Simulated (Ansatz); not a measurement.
## Electronic structure of C3H10OSi2 (SMILES CC1(O)C[SiH]1[SiH3]) in real space

The calculation's input:

```
crystal:
  periodic: [false, false, false]
  atoms:
    - { symbol: C, position_ang: [0.9774, -1.4812, 0.4901] }
    - { symbol: C, position_ang: [1.0723, -0.0142, 0.0425] }
    - { symbol: O, position_ang: [2.3544, 0.5177, 0.3149] }
    - { symbol: C, position_ang: [0.5873, 0.4267, -1.2698] }
    - { symbol: Si, position_ang: [-0.3316, 1.1495, 0.2421] }
    - { symbol: Si, position_ang: [-2.4504, 0.4071, 0.4853] }
    - { symbol: H, position_ang: [1.767, -2.0377, 0.0597] }
    - { symbol: H, position_ang: [0.0264, -1.8751, 0.1456] }
    - { symbol: H, position_ang: [0.9939, -1.4993, 1.6114] }
    - { symbol: H, position_ang: [3.0476, 0.1868, -0.2854] }
    - { symbol: H, position_ang: [-0.1114, -0.2696, -1.8121] }
    - { symbol: H, position_ang: [1.0602, 1.1649, -1.8348] }
    - { symbol: H, position_ang: [-0.1349, 2.6497, 0.1943] }
    - { symbol: H, position_ang: [-3.2705, 0.6443, -0.7309] }
    - { symbol: H, position_ang: [-3.1493, 1.0464, 1.6208] }
    - { symbol: H, position_ang: [-2.4613, -1.0387, 0.7707] }
basis:
  gaussian: { orbitals: "6-31G" }
hamiltonian:
  xc: pbe
relax:
  f_tol: 0.02
  max_steps: 40
output:
  orbitals: {}
```

Launched as:

```sh
ansatz run input.yaml --threads 1 --pin off --max-ram 2048MiB --backend cpu --events-out ev --progress --plain --runs-dir out
```

The fields are those of the relaxed geometry.

These are results of RKS PBE/6-31G (Ansatz), not measurements.

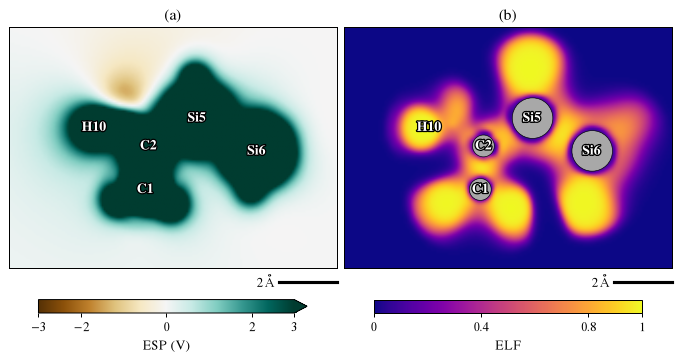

Figure 1. (a) molecular electrostatic potential; (b) ELF on the plane of atoms C2, Si5 and Si6. Grey discs cover the atomic cores in the ELF map.

Interpret the plot.

Answer. Atoms in the plane: C, Si and H.
C–C (1.52 Å): the ELF peaks at about 0.95 between the atoms: a shared electron pair.
C–Si (1.95 Å): the ELF peaks at about 0.85 between the atoms (localised, covalent bonding).
Si–Si (2.35 Å): the ELF peaks at about 0.95 between the atoms: a covalent bond.
Outside the dense part of the molecule the potential is most negative (−1.4 V) near O3, which lies off the plane.

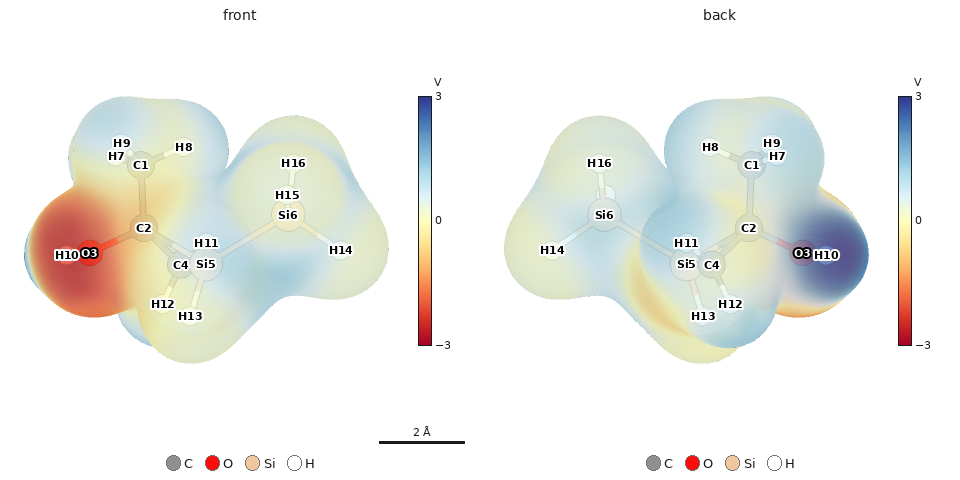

Figure 2. The electrostatic potential painted on the density surface at 0.004 e/bohr³, seen from the front and from behind; red is negative and blue positive.

Which sites attract a positive test charge, and which a negative one?

Answer. A positive charge is drawn to the negative regions and a negative charge to the positive ones. The most negative region (about −2.3 V) lies over O3, the most positive (about +2.7 V) over H10. O3 is the likeliest acceptor of a hydrogen bond.

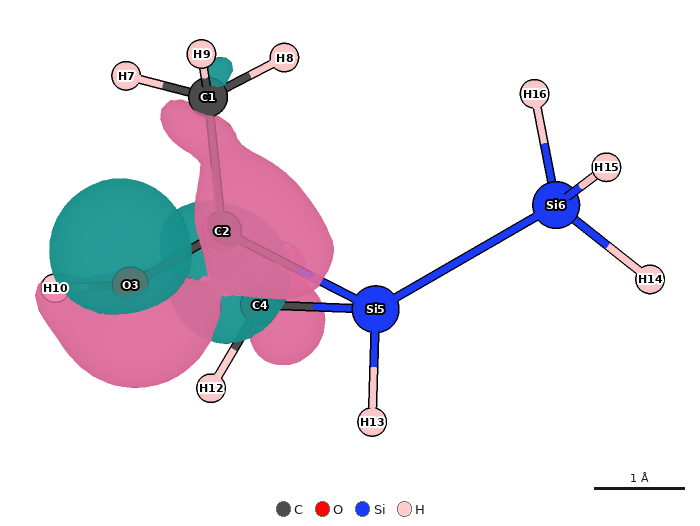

Figure 3. The HOMO−1 at ±0.15 Å⁻³ᐟ² (teal and pink are the two phases), seen at a tilt.

Describe this orbital and give its energy.

Answer. By Hirshfeld shares it lies mainly on O3 (about 50 %), C2 (about 15 %) and C4 (about 15 %). Its energy is −5.91 eV.
